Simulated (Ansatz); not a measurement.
# The perfect V wire along [100], 16 atoms a period, part 2 of 2

Wanted: the relaxed geometry and the bands of the V wire along [100], 16 atoms a period.

Ansatz 0.2.0; DFT PBE, plane waves, PAW; relaxation of a wire's period; PAW set soft_1 (the session's first sound run).

So far: Starting point; The relaxed wire.

### 2. The relaxed wire (continued)

Step by step:

```tsv
step	energy less that of the first step (eV)	largest force component (eV/Å)	pressure (GPa)	volume (Å³)
1	0.0000	2.0190	-3.89	743.59
2	-1.3593	0.5815	-1.00	727.78
3	-1.5372	0.2744	0.83	735.72
4	-1.5766	0.0676	-0.02	735.33
5	-1.5787	0.0314	-0.01	736.87
6	-1.5789	0.0020	0.00	736.90
7*	-1.5768	0.0019	0.01	736.90
```

Relaxation steps marked * repeat the geometry before them on a plane-wave basis chosen anew for their cell, so energy and pressure can jump there.

Forces are held to the 16 operations that the run works with; a distortion that breaks them can't arise in this run.

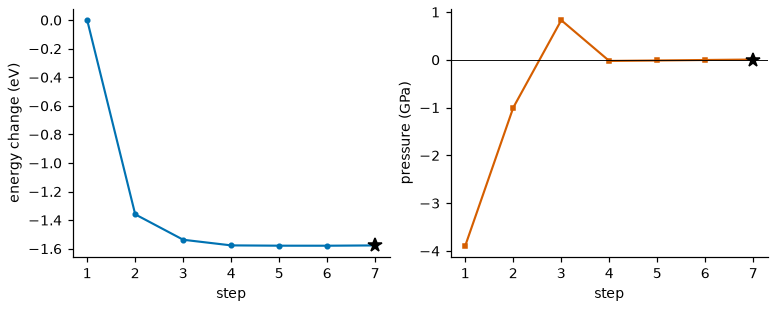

Energy and pressure along the relaxation. Stars mark steps on a basis chosen anew.

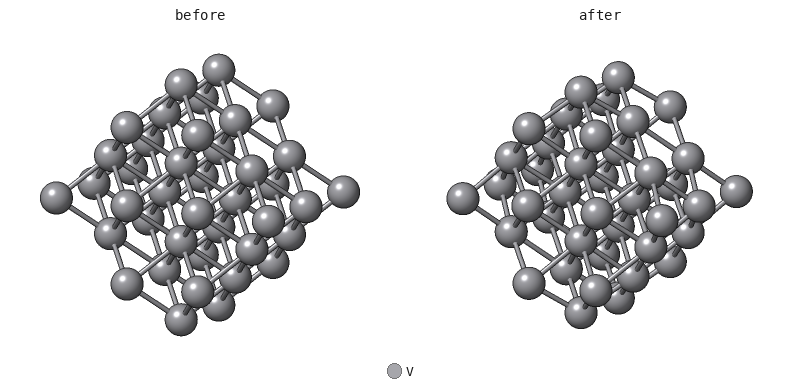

Before and after, at one scale.

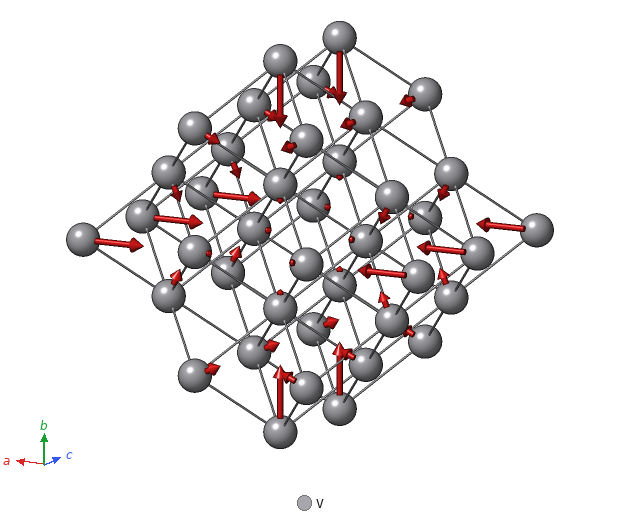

Displacements in the relaxation, exaggerated, measured against the changing cell; the longest in the cell stands for 0.28 Å. 1×1×2 cells are drawn. Some periodic images of atoms are drawn too.

```tsv
cell as run	before	after	change
c (Å)	2.990	2.963	-0.9 %
```

The atoms that moved most (Å, along periodic axes as changes of fractional coordinates times the final cell, across vacuum about the mean position):

```tsv
atom	dx	dy	dz	length
V1	0.276	0.000	0.000	0.276
V11	0.000	0.276	0.000	0.276
V14	0.000	-0.276	0.000	0.276
V8	-0.276	0.000	0.000	0.276
V7	-0.083	-0.036	0.000	0.090
V16	-0.036	-0.083	0.000	0.090
V10	0.036	-0.083	0.000	0.090
V5	-0.083	0.036	0.000	0.090
```

Numbers from this step:

```
energy at zero smearing    : -46584.5660 eV
cell length along the wire : 2.963 Å
```

The cell's length comes to 2.963 Å with spin left out.

### 3. Bands of the perfect wire

This step: DFT PBE, plane waves, PAW; bands of a perfect wire; PAW set soft_1 (Ansatz 0.2.0).

At the relaxed period the bands are computed along the axis; those that cross an energy going forward count the channels that a perfect wire would open there.

The input, input.yaml:

```yaml
crystal:
  lattice:
    - [15.77, 0.0, 0.0]
    - [0.0, 15.77, 0.0]
    - [0.0, 0.0, 2.963103971]
  atoms:
    - { symbol: V, position: [0.233113523, 0.5, 0.0] }
    - { symbol: V, position: [0.410437377, 0.312708247, 0.0] }
    - { symbol: V, position: [0.407057925, 0.5, 0.0] }
    - { symbol: V, position: [0.410437377, 0.687291753, 0.0] }
    - { symbol: V, position: [0.589562623, 0.312708247, 0.0] }
    - { symbol: V, position: [0.592942075, 0.5, 0.0] }
    - { symbol: V, position: [0.589562623, 0.687291753, 0.0] }
    - { symbol: V, position: [0.766886477, 0.5, 0.0] }
    - { symbol: V, position: [0.312708247, 0.410437377, 0.5] }
    - { symbol: V, position: [0.312708247, 0.589562623, 0.5] }
    - { symbol: V, position: [0.5, 0.233113523, 0.5] }
    - { symbol: V, position: [0.5, 0.407057925, 0.5] }
    - { symbol: V, position: [0.5, 0.592942075, 0.5] }
    - { symbol: V, position: [0.5, 0.766886477, 0.5] }
    - { symbol: V, position: [0.687291753, 0.410437377, 0.5] }
    - { symbol: V, position: [0.687291753, 0.589562623, 0.5] }
kpoints:
  mp_grid: { grid: [1, 1, 27] }
  band_path: { path: ["Γ", Z], npoints: 90 }
scf:
  occupations: { method: fermi_dirac, width: 0.05 }
hamiltonian:
  xc: pbe
  pseudopotentials: { kind: paw, azcp: { folder: soft_1 } }
output:
  dos: { e_range: [-5, 4] }
  write_potential: true
  write_density: true
  volumetric_format: npy
```

The run is started by

```bash
ansatz run input.yaml --threads 4 --pin off --max-ram 16384MiB --backend cpu --events-out ev --progress --plain --runs-dir out
```

Numbers of over 12 decimals in the logs are rounded to 6 here.

Output:

```text
[...]
Crystal: 16 atoms, lattice volume = 736.903 Å³
Basis set: ecut = 420 eV, 14281 PW (Γ)
Bands: 125, of which v1, the nominal top of the filled ones, is band 104 counted from 1 (103 counted from 0)
Symmetry: 16 space group operations
[...]
k-points: 14 of 27
[...]
SCF iter   1: F=—  HF=-46611.460654 eV  |F-HF|=—  |Δ(HF+E_count)|=         —  Δρ=6.34e-2  dr2=2.62e2  ethr=3.10e-3  ⟨swp⟩=11.1  Hψ=8724  notcnv=0
[...]
SCF iter  15: F=-46584.653220 eV  HF=-46584.653220 eV  |F-HF|=2.14e-8  |Δ(HF+E_count)|=   5.41e-8  Δρ=1.50e-6  dr2=2.32e-8  ethr=4.81e-11  ⟨swp⟩=16.2  Hψ=7416  notcnv=0
SCF 1 converged in 15 iterations: F = -46584.653220 eV  dr2 = 2.32e-8
[...]
NSCF: frozen V_eff on 91 k-points
WARN: The output density's exchange-correlation potential varies sharply where the density is thin. Do not read a vacuum level from v_tot or v_xc, or from such a field of the output density. On a cell that repeats whose density bears no net charge and no dipole along the vacuum's axis use v_es (v_loc + v_h of the components); under efield.dipole_correction with no amplitude use v_es + v_field, which holds any externa [...]
SCF converged after 15 iterations
Free energy (F): -46584.653220 eV
[...]
Internal energy: -46584.478994 eV  (E = F + TS)
E sigma→0 (E₀):  -46584.566107 eV
Entropy (-TS):   -0.174225 eV (-10.889 meV/atom)
Fermi energy:    2.156495 eV
[...]
--- Band table (eV; the first three rows and the last of 14) ---
  k-point 0: bands = [... 100 lower, 1.9791, 2.0726, 2.2096, 2.2096, 2.2989, 2.3353, 2.3843, 2.4506, ... 17 higher]
  k-point 1: bands = [... 100 lower, 1.9286, 2.2039, 2.2222, 2.2222, 2.2499, 2.3969, 2.4031, 2.4739, ... 17 higher]
  k-point 2: bands = [... 100 lower, 1.9036, 2.1728, 2.2291, 2.2291, 2.3831, 2.3947, 2.5383, 2.5383, ... 17 higher]
  k-point 13: bands = [... 100 lower, 1.9194, 1.9418, 2.1405, 2.1405, 2.2584, 2.2584, 2.3061, 2.3511, ... 17 higher]
```

Elapsed: 3.5 min, on 4 threads of Arm Neoverse V1, shared host; peak memory 4.5 GiB; 14 min of CPU time.

Reading the cycles: dr2 is the Hartree energy of the density residual (eV), the measure of convergence; HF is the Harris–Foulkes estimate of the energy, which meets the free energy F at convergence.

This step gave:

```
energy at zero smearing : -46584.5661 eV
band gap                : 0 eV
```

Electronic bands along the path, in eV, zero at the Fermi level; # counts the bands kept:

```tsv
point	#37	#38	#39	#40	#41	#42	#43	#44
Γ	-0.18	-0.08	0.05	0.05	0.14	0.18	0.23	0.29
Z	-0.23	-0.23	-0.01	-0.01	0.10	0.10	0.18	0.18
```

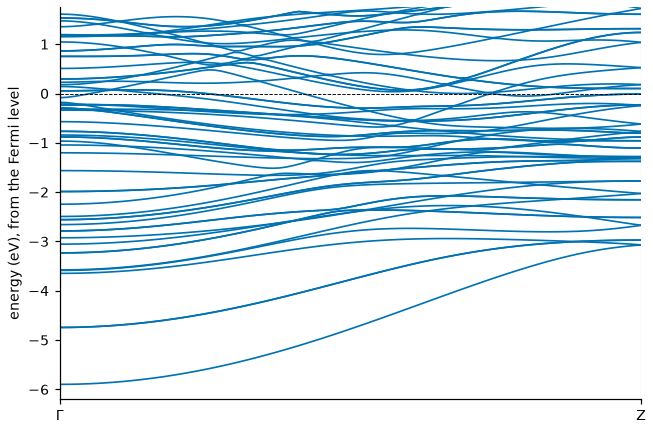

Electronic bands along the path.

Between Γ and Z the bands cross the Fermi level 8 times, so a perfect wire would conduct at least 8 G₀, with spin left out.

### 4. Outcome

| Item | Value |
| --- | --- |
| cell length, PBE | 2.963 Å |
| ballistic conductance by band crossings, a lower bound, PBE | 8 G₀ |

**Reading.** Under PBE the cell's length is 2.96 Å, and the bands cross the Fermi level 8 times between Γ and Z, which gives a perfect wire at least 8 G₀ (opposite crossings within one step of the path cancel in such a count). No spin was allowed, though thin wires with open d shells can turn magnetic.

[Logs are printed without paths, hosts, clocks, repeated set-up lines and the standing remarks that a program may print on its own settings, such as how far it seeks lower states.]

[Hosts, paths, dates, database ids (printed as entryN), source tags and the programs' standing remarks are cut or masked in the printed files.]
